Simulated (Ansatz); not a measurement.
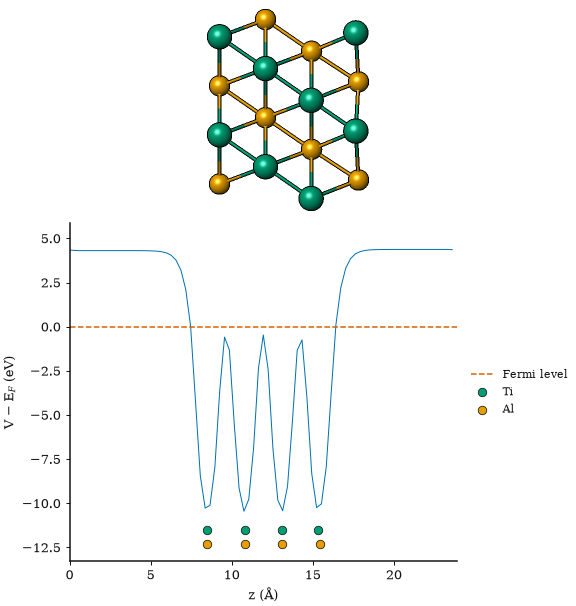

Plane-averaged electrostatic potential energy of an electron across the slab; circles at the bottom mark the heights of the atoms (positions after relaxation). The structure is drawn too. System: a (101) slab cut from TiAl (P4/mmm), ended by TiAl planes, 8 atoms in the cell. Ansatz; DFT PBEsol, scalar-relativistic, plane waves, PAW, no spin polarisation, 10×6×1 k mesh.

The work function is 4.38 eV at the right face and 4.31 eV at the left. The vacuum levels differ by 0.07 eV, so the slab carries a dipole along its normal. Some atoms were held fixed in the relaxation, which can itself make the faces differ. The outermost atoms are 7.0 Å apart, which leaves 16.9 Å of vacuum in a cell 23.9 Å high.
